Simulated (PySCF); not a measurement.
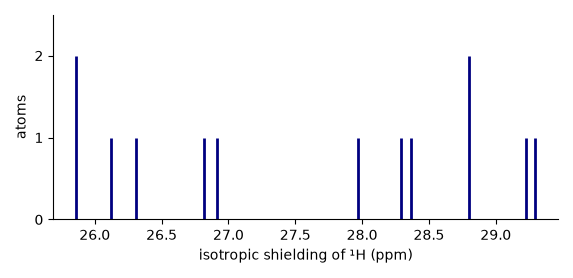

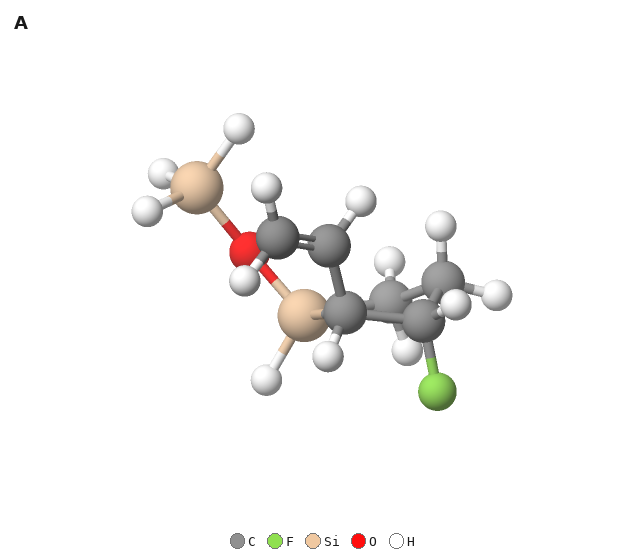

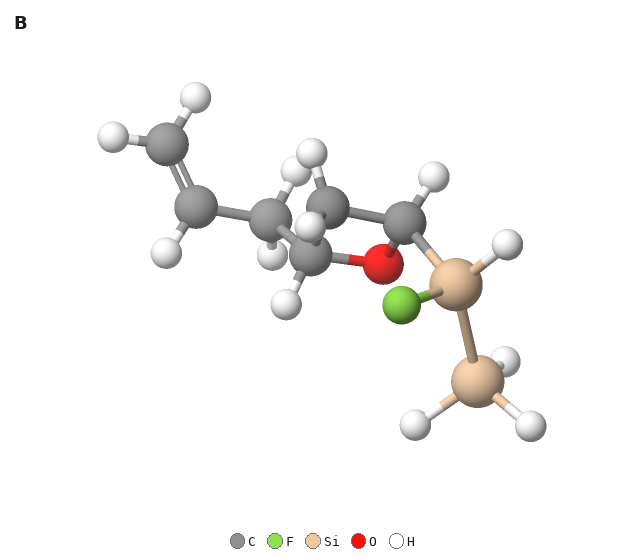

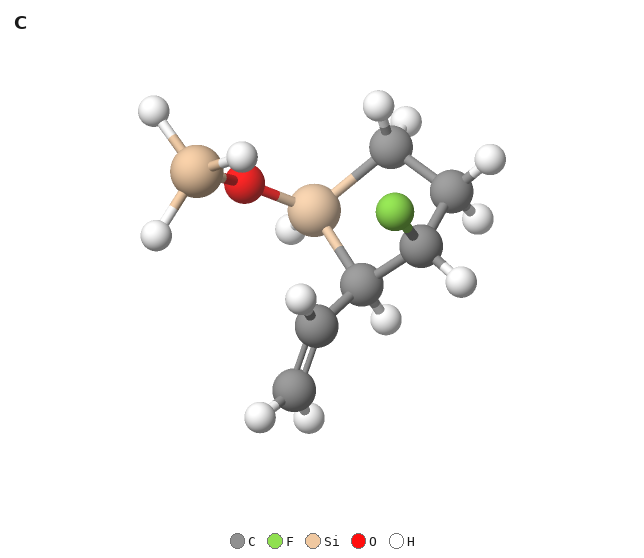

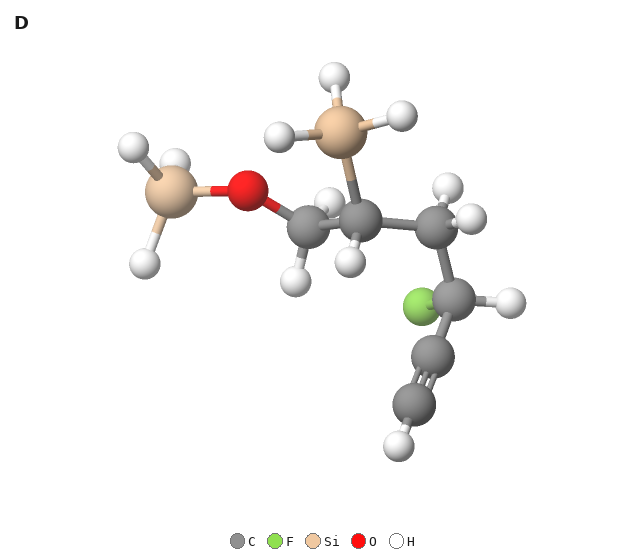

The sticks are computed shieldings of one of the molecules, for one fixed geometry (GFN2-xTB) without averaging over rotations. Low shielding means a high chemical shift. Method: GIAO PBE0/pcSseg-1 NMR shielding, non-relativistic, gas phase (PySCF 2.14.0).

**Match the spectrum to a structure.**

B, `C=CC[C@@H]1C[C@@H]([Si@@H](F)[SiH3])O1`. Its 13 H atoms give lines at 25.86 (2 atoms), 26.13, 26.31, 26.82, 26.92, 27.97, 28.29, 28.37, 28.80 (2 atoms), 29.23, 29.29 ppm.

The geometry is semi-empirical. Around Si such bond lengths and angles can be off by a tenth of an ångström or more and by several degrees, and values that hang on the shape move with them.
